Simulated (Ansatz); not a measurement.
# C5H10 (3-methyl-1-butene) at 6 levels

Wanted: a comparison of 6 runs (HF/STO-3G, HF/3-21G, HF/6-31G, B3LYP/def2-SVP, CCSDT(Q)/ANO-RCC-MB, CCSDT(Q)/STO-3G) of C5H10 (3-methyl-1-butene). 

The calculation is run with Ansatz 0.2.0.

2 further runs of the same task are left out: 2 set aside as unsound or not needed.

**1. The molecule**

C5H10: 15 atoms, total charge 0, spin state singlet. As SMILES, `C=CC(C)C`. The coordinates come from a PBE0-D4/def2-TZVP relaxation. This is one conformer, not always the lowest.

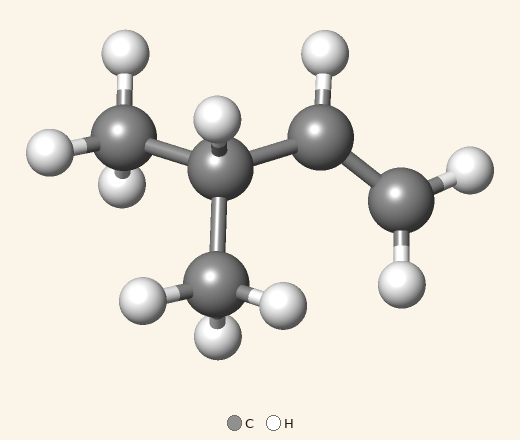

Viewed from a chosen angle; carbon grey, hydrogen white.

**2. Energy and forces at HF/STO-3G (run 1)**

The input, run.yaml:

```yaml
basis:
  gaussian:
    orbitals: STO-3G
crystal:
  periodic: [false, false, false]
  atoms:
    - {symbol: C, position_ang: [-1.650600, 0.611500, 1.131300]}
    - {symbol: C, position_ang: [-0.550400, -0.127700, 1.102700]}
    - {symbol: C, position_ang: [0.571800, -0.035700, 0.113600]}
    - {symbol: C, position_ang: [0.789600, -1.393500, -0.552500]}
    - {symbol: C, position_ang: [0.391400, 1.059600, -0.922200]}
    - {symbol: H, position_ang: [-2.409300, 0.455700, 1.889300]}
    - {symbol: H, position_ang: [-1.838800, 1.396700, 0.407500]}
    - {symbol: H, position_ang: [-0.426900, -0.902500, 1.858500]}
    - {symbol: H, position_ang: [1.480200, 0.189200, 0.691400]}
    - {symbol: H, position_ang: [0.944200, -2.181400, 0.188800]}
    - {symbol: H, position_ang: [1.663700, -1.370700, -1.208000]}
    - {symbol: H, position_ang: [-0.080500, -1.667700, -1.155400]}
    - {symbol: H, position_ang: [0.280400, 2.041400, -0.456600]}
    - {symbol: H, position_ang: [-0.494200, 0.875200, -1.537200]}
    - {symbol: H, position_ang: [1.255500, 1.099700, -1.589100]}
total_charge: 0
hamiltonian:
  xc: hf
accuracy: high
output:
  forces: true
  orbitals: {seedname: orbitals}
```

Started as:

```
ansatz run run.yaml --threads 1 --pin off --max-ram 2610MiB --events-out events.jsonl --progress --plain --runs-dir runs
```

The log of the run, shortened:

```text
Warning: RAYON_NUM_THREADS=1 ignored (pool sized by the plan → 1); use --threads N
Functional definition: HF
  name "HF"
[...]
776 factors; integrals over basis functions are off by at most 2.0e-9 eV
[...]
mean field -5246.79381005 eV, -192.8161161146 hartree, gradient 4.6e-8 eV, S^2 0.000000; 0 other end points of the search recorded, 0 dependent functions left out
[...]
reference -5246.79381005 eV, -192.8161161146 hartree; 20, 20 occupied and 15, 15 virtual orbitals, 776 factors
Total energy: -5246.79381005 eV, -192.8161161146 hartree
Atom 0 at    -1.650600     0.611500     1.131300 Å, force     1.137837    -0.715183    -0.076741 eV/Å
Atom 1 at    -0.550400    -0.127700     1.102700 Å, force    -2.314694     0.609895     0.990683 eV/Å
Atom 2 at     0.571800    -0.035700     0.113600 Å, force     1.335352     0.115297     0.586740 eV/Å
Atom 3 at     0.789600    -1.393500    -0.552500 Å, force     0.100969    -1.102852    -0.657309 eV/Å
Atom 4 at     0.391400     1.059600    -0.922200 Å, force    -0.231070     0.955906    -1.068678 eV/Å
Atom 5 at    -2.409300     0.455700     1.889300 Å, force     0.070422     0.085374    -0.123975 eV/Å
Atom 6 at    -1.838800     1.396700     0.407500 Å, force    -0.070165    -0.156336     0.209883 eV/Å
Atom 7 at    -0.426900    -0.902500     1.858500 Å, force     0.033386     0.146885    -0.145671 eV/Å
Atom 8 at     1.480200     0.189200     0.691400 Å, force    -0.199258    -0.030731    -0.215062 eV/Å
Atom 9 at     0.944200    -2.181400     0.188800 Å, force    -0.034437     0.279325    -0.163268 eV/Å
Atom 10 at     1.663700    -1.370700    -1.208000 Å, force    -0.253431     0.016298     0.180150 eV/Å
Atom 11 at    -0.080500    -1.667700    -1.155400 Å, force     0.279951     0.064862     0.157782 eV/Å
Atom 12 at     0.280400     2.041400    -0.456600 Å, force     0.057672    -0.306906    -0.084744 eV/Å
Atom 13 at    -0.494200     0.875200    -1.537200 Å, force     0.295757     0.061475     0.206638 eV/Å
Atom 14 at     1.255500     1.099700    -1.589100 Å, force    -0.208291    -0.023309     0.203571 eV/Å
Dipole moment:     0.056498    -0.020862    -0.020809 e Å
```

Wall time 1.2 s (1 thread of Arm Neoverse V2, shared host).

**3. Energy and gradient at HF/3-21G (run 2)**

run.yaml, as its differences from that of step 2:

```diff
@@ -1,4 +1 @@
-basis:
-  gaussian:
-    orbitals: STO-3G
 crystal:
@@ -21,3 +18,5 @@
     - {symbol: H, position_ang: [1.255500, 1.099700, -1.589100]}
-total_charge: 0
+basis:
+  gaussian:
+    orbitals: 3-21G.json
 hamiltonian:
@@ -25,4 +24,2 @@
 accuracy: high
-output:
-  forces: true
-  orbitals: {seedname: orbitals}
+output: {forces: true, orbitals: {seedname: orbitals}}
```

The basis set 3-21G is read from a file made from the Basis Set Exchange's data (not shown).

Started as:

```
ansatz run run.yaml --threads 1 --pin off --max-ram 2610MiB --events-out events.jsonl --progress --plain --runs-dir runs
```

The log of the run, shortened:

```text
Warning: RAYON_NUM_THREADS=1 ignored (pool sized by the plan → 1); use --threads N
[... 2 set-up lines as earlier in the session ...]
[...]
1645 factors; integrals over basis functions are off by at most 3.4e-9 eV
[...]
mean field -5280.67644165 eV, -194.0612798595 hartree, gradient 1.9e-8 eV, S^2 0.000000; 0 other end points of the search recorded, 0 dependent functions left out
[...]
reference -5280.67644165 eV, -194.0612798595 hartree; 20, 20 occupied and 45, 45 virtual orbitals, 1645 factors
Total energy: -5280.67644165 eV, -194.0612798595 hartree
Atom 0 at    -1.650600     0.611500     1.131300 Å, force     0.206517    -0.110200    -0.039568 eV/Å
Atom 1 at    -0.550400    -0.127700     1.102700 Å, force    -0.917795    -0.016963     0.534357 eV/Å
Atom 2 at     0.571800    -0.035700     0.113600 Å, force     0.787016     0.183310     0.619788 eV/Å
[...]
Atom 5 at    -2.409300     0.455700     1.889300 Å, force     0.261681     0.089414    -0.295926 eV/Å
Atom 6 at    -1.838800     1.396700     0.407500 Å, force     0.017027    -0.324475     0.340790 eV/Å
Atom 7 at    -0.426900    -0.902500     1.858500 Å, force    -0.017016     0.318190    -0.295721 eV/Å
Atom 8 at     1.480200     0.189200     0.691400 Å, force    -0.270284    -0.043337    -0.208328 eV/Å
Atom 9 at     0.944200    -2.181400     0.188800 Å, force    -0.023863     0.220784    -0.172848 eV/Å
Atom 10 at     1.663700    -1.370700    -1.208000 Å, force    -0.220869     0.005662     0.180744 eV/Å
Atom 11 at    -0.080500    -1.667700    -1.155400 Å, force     0.221544     0.100491     0.172261 eV/Å
Atom 12 at     0.280400     2.041400    -0.456600 Å, force     0.057934    -0.274062    -0.102863 eV/Å
Atom 13 at    -0.494200     0.875200    -1.537200 Å, force     0.242789     0.017982     0.182030 eV/Å
Atom 14 at     1.255500     1.099700    -1.589100 Å, force    -0.200144    -0.014596     0.184021 eV/Å
Dipole moment:     0.061604    -0.024328    -0.022671 e Å
```

It took 1.8 s on 1 thread of Arm Neoverse V2, shared host; peak memory 0.16 GiB.

Runs 3 to 5 aren't shown in full; the table further down has their settings and results.

**4. A single-point energy at CCSDT(Q)/STO-3G (run 6)**

The input, run.yaml:

```yaml
crystal:
  periodic: [false, false, false]
  atoms:
    - symbol: C
      position_ang: [-1.650600, 0.611500, 1.131300]
    - symbol: C
      position_ang: [-0.550400, -0.127700, 1.102700]
    - symbol: C
      position_ang: [0.571800, -0.035700, 0.113600]
    - symbol: C
      position_ang: [0.789600, -1.393500, -0.552500]
    - symbol: C
      position_ang: [0.391400, 1.059600, -0.922200]
    - symbol: H
      position_ang: [-2.409300, 0.455700, 1.889300]
    - symbol: H
      position_ang: [-1.838800, 1.396700, 0.407500]
    - symbol: H
      position_ang: [-0.426900, -0.902500, 1.858500]
    - symbol: H
      position_ang: [1.480200, 0.189200, 0.691400]
    - symbol: H
      position_ang: [0.944200, -2.181400, 0.188800]
    - symbol: H
      position_ang: [1.663700, -1.370700, -1.208000]
    - symbol: H
      position_ang: [-0.080500, -1.667700, -1.155400]
    - symbol: H
      position_ang: [0.280400, 2.041400, -0.456600]
    - symbol: H
      position_ang: [-0.494200, 0.875200, -1.537200]
    - symbol: H
      position_ang: [1.255500, 1.099700, -1.589100]
basis:
  gaussian: {orbitals: STO-3G}
scf: {omitted_lower_state_checks: [starts]}
correlation: {method: ccsdt_q, diis_vectors: 12}
accuracy: high
```

Started as:

```
ansatz run run.yaml --threads 1 --pin off --max-ram 2610MiB --events-out events.jsonl --progress --plain --runs-dir runs
```

The log of the run, shortened:

```text
Warning: RAYON_NUM_THREADS=1 ignored (pool sized by the plan → 1); use --threads N
[... 2 set-up lines as earlier in the session ...]
[...]
776 factors; integrals over basis functions are off by at most 2.0e-9 eV
[...]
mean field -5246.79381005 eV, -192.8161161146 hartree, gradient 4.6e-8 eV, S^2 0.000000; 0 other end points of the search recorded, 0 dependent functions left out; unrestricted orbitals would lower it
5 core orbitals not correlated: weight in the atoms' cores, before any rotation towards them, 1.000 or more for the frozen orbitals, at most 0.000 for the correlated occupied ones
reference -5246.79381005 eV, -192.8161161146 hartree; 15, 15 occupied and 15, 15 virtual orbitals, 776 factors
second order -7.47582233 eV of doubles, -0.00000000 eV of singles
cycle   1  -8.96813248 eV  change    -1.5e0 eV  update   9.2e-2
[...]
cycle  19  -9.85169163 eV  change   -3.7e-9 eV  update   2.3e-9
perturbative correction -0.01604060 eV, -0.0005894813 hartree
Total energy: -5256.66154228 eV, -193.1787485857 hartree
Checks for a lower state left out: starts
```

Wall time 21 s (1 thread of Arm Neoverse V2, shared host); peak memory 0.47 GiB.

**5. Overview of the runs**

| run | level | accuracy | frozen core orbitals | energy (Eh) | dipole moment (D) | HOMO energy (eV) | LUMO energy (eV) | wall time |
| --- | --- | --- | --- | --- | --- | --- | --- | --- |
| 1 | HF/STO-3G | high | – | -192.816116 | 0.31 | -8.32 | 8.90 | 1.2 s |
| 2 | HF/3-21G | high | – | -194.061280 | 0.34 | -9.70 | 5.20 | 1.8 s |
| 3 | HF/6-31G | high | – | -195.063101 | 0.37 | -9.64 | 5.00 | 3.6 s |
| 4 | B3LYP/def2-SVP | high | – | -196.392128 | 0.41 | -7.04 | 0.46 | 18 s |
| 5 | CCSDT(Q)/ANO-RCC-MB (sfX2C, density fitting with def2-universal-jkfit) | medium | 5 | -195.323254 | 0.34 | – | – | 3.3 min |
| 6 | CCSDT(Q)/STO-3G | high | 5 | -193.178749 | – | – | – | 21 s |

**6. Summary of results**

| quantity | value |
| --- | --- |
| run 6: total energy | -193.17875 Eh |
| run 6: correlation energy (5 core orbitals frozen) | -362.6 mEh |
| run 6: T1 diagnostic | 0.002 |

**Reading.** Over runs 1, 2, 3, 4, 5 the dipole moment (its size) runs from 0.31 D (HF/STO-3G) to 0.41 D (B3LYP/def2-SVP). The two ends differ in method and basis. Over runs 1, 2, 3, 4 the HOMO–LUMO gap runs from 7.50 eV (B3LYP/def2-SVP) to 17.22 eV (HF/STO-3G). In runs 5, 6 the log says that unrestricted orbitals would lower the reference, so the values rest on an unstable closed-shell determinant (other closed-shell runs at this shape may share the fault). In runs 1, 5, 6 the basis is minimal, so the values are rough. All runs together took 4 min, the longest 3.3 min.
